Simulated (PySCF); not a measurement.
**C₄H₉ClO₂Si (SMILES O[Si](O)(CCl)C1CC1): density, localisation and related maps**

```yaml
atoms:
  - { symbol: O, position_ang: [-0.3037, -0.9305, -2.2894] }
  - { symbol: Si, position_ang: [-0.4875, -0.5301, -0.7278] }
  - { symbol: O, position_ang: [-0.5523, -1.9236, 0.1149] }
  - { symbol: C, position_ang: [-2.1686, 0.3787, -0.6888] }
  - { symbol: Cl, position_ang: [-2.6456, 0.7222, 0.9958] }
  - { symbol: C, position_ang: [0.8774, 0.6021, -0.0887] }
  - { symbol: C, position_ang: [1.0226, 0.8897, 1.3822] }
  - { symbol: C, position_ang: [2.0365, 0.0416, 0.6945] }
  - { symbol: H, position_ang: [0.3232, -1.6048, -2.5398] }
  - { symbol: H, position_ang: [-0.8305, -1.9217, 1.0270] }
  - { symbol: H, position_ang: [-2.9643, -0.2240, -1.1185] }
  - { symbol: H, position_ang: [-2.1453, 1.3348, -1.2025] }
  - { symbol: H, position_ang: [1.1300, 1.4338, -0.7357] }
  - { symbol: H, position_ang: [0.3377, 0.4180, 2.0700] }
  - { symbol: H, position_ang: [1.3009, 1.8900, 1.6776] }
  - { symbol: H, position_ang: [2.0438, -1.0177, 0.9029] }
  - { symbol: H, position_ang: [3.0185, 0.4538, 0.5165] }
```

Geometry: GFN2-xTB.

Theory: PySCF, PBE0/pcSseg-1, SCF density, gas phase, non-relativistic.

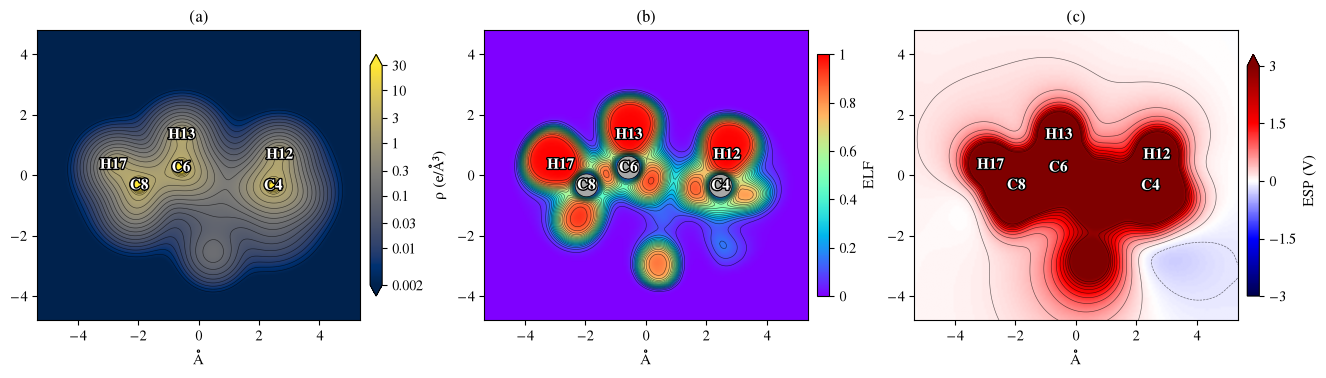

Figure 1. (a) total electron density; (b) ELF; (c) molecular electrostatic potential on the plane of atoms C6, C8 and H17. Grey discs cover the atomic cores in the ELF map.

Read the bonding off the picture.

Answer. Atoms in the plane: C and H. C–C (1.51 Å): ρ is about 1.6 e/Å³ halfway; the ELF peaks at about 0.85 between the atoms (localised, covalent bonding). C–H (1.09 Å): ρ is about 2 e/Å³ halfway; the ELF climbs to about 1 towards the hydrogen, as it does in any bond to H (a covalent bond by its length). The potential has no marked negative region in this plane.

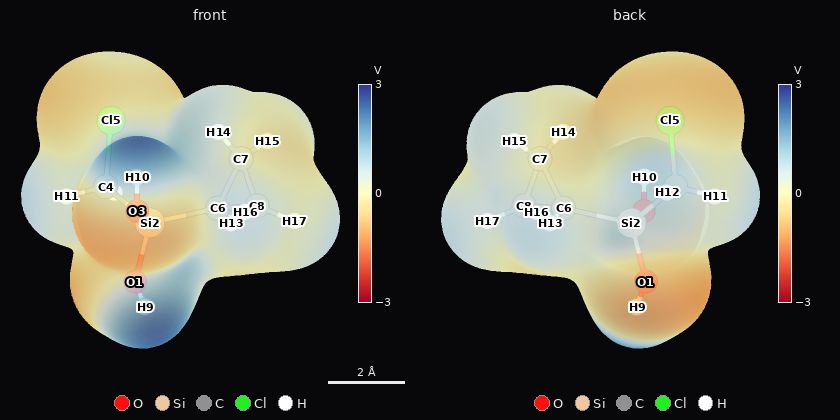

Figure 2. The electrostatic potential painted on the density surface at 0.002 e/bohr³, seen from the front and from behind; red is negative and blue positive.

Which sites attract a positive test charge, and which a negative one?

Answer. A positive charge is drawn to the negative regions and a negative charge to the positive ones. The most negative region (about −1.3 V) lies over O1 and O3, the most positive (about +2.5 V) over H9 and H10.
